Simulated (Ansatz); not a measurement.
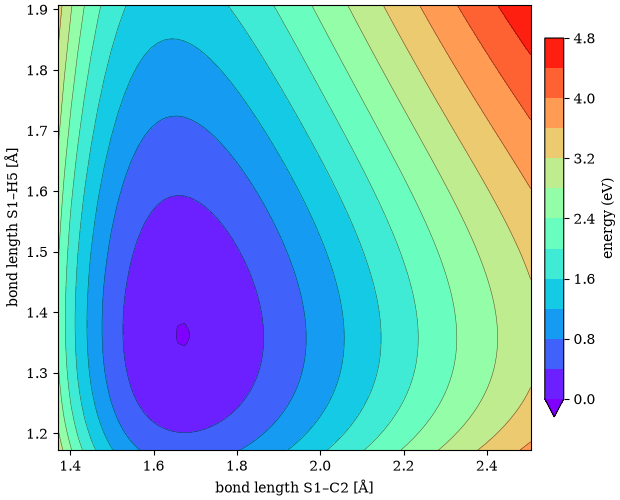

C2H2SSe, SMILES SC#C[SeH]. Coordinates scanned: (1) bond length S1–C2; (2) bond length S1–H5. Nothing is relaxed (all other coordinates rigid). Grid: 13 × 13 points. Points are written as (first, second). Energies are in eV, from the lowest grid point. The reference is spin-restricted, which grows unreliable where a bond is stretched far. Level of theory: Ansatz 0.2.0, RKS PBE-D4/def2-TZVP.

Drawn: filled contours. Between grid points the surface is interpolated.

The lowest grid point is at (1.654 Å, 1.356 Å). No other kind of well shows on this grid. The highest grid point, (2.505 Å, 1.908 Å), lies 4.71 eV above the lowest. Round the minimum the two coordinates are nearly uncoupled.

The level of theory is changed to RHF/def2-TZVP (Ansatz); with it change the reference geometry, relaxed at the new level; the new grid has 15 × 15 points, laid about the new relaxed structure.

### What does this change do to the map?

The minimum (interpolated where it lies between grid points) moves from about (1.671 Å, 1.363 Å) to about (1.689 Å, 1.329 Å). The curvature at the minimum changes by less than a tenth (about 31) eV/Å² along bond length S1–C2 and from about 23 to 29 eV/Å² along bond length S1–H5.

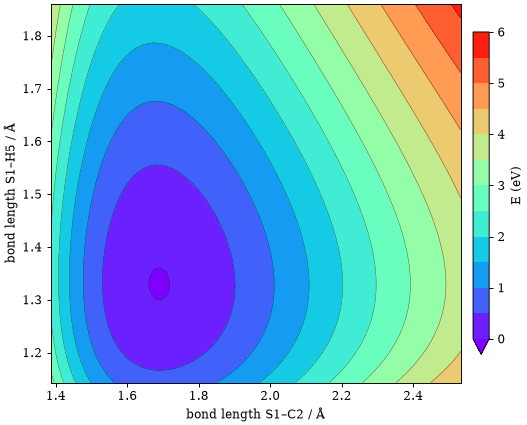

The map after the change, on a colour scale of its own. Drawn: filled contours. Between grid points the surface is interpolated.
